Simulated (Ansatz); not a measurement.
Base system: CdS in the wurtzite structure (space group P6_3mc, No. 186; a = 4.197 Å, c = 6.830 Å). Axes: x lies along a and z along c of the hexagonal cell.

One thing is altered: biaxial strain +2.80 %, plane normal [001], relaxed out of plane (Cartesian); in-plane vectors clamped, the third vector and the atoms free.

Computed with Ansatz (a first-principles code) PBE, spin-orbit coupling left out, earlier PAW set.

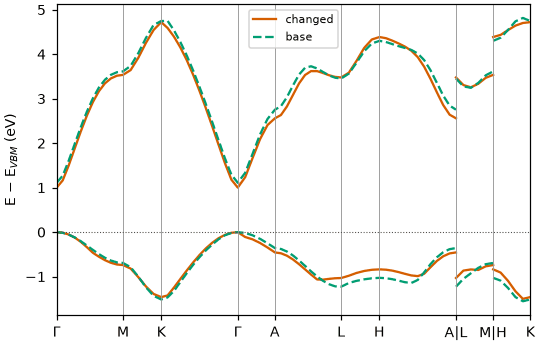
Fig. 1. Highest valence and lowest conduction band along the path, each from its own valence-band maximum

### Question
From the figure, how large is the changed gap, and is it direct?

### Answer
About 1.0 eV, direct at Γ.

No phonon test of stability was made.
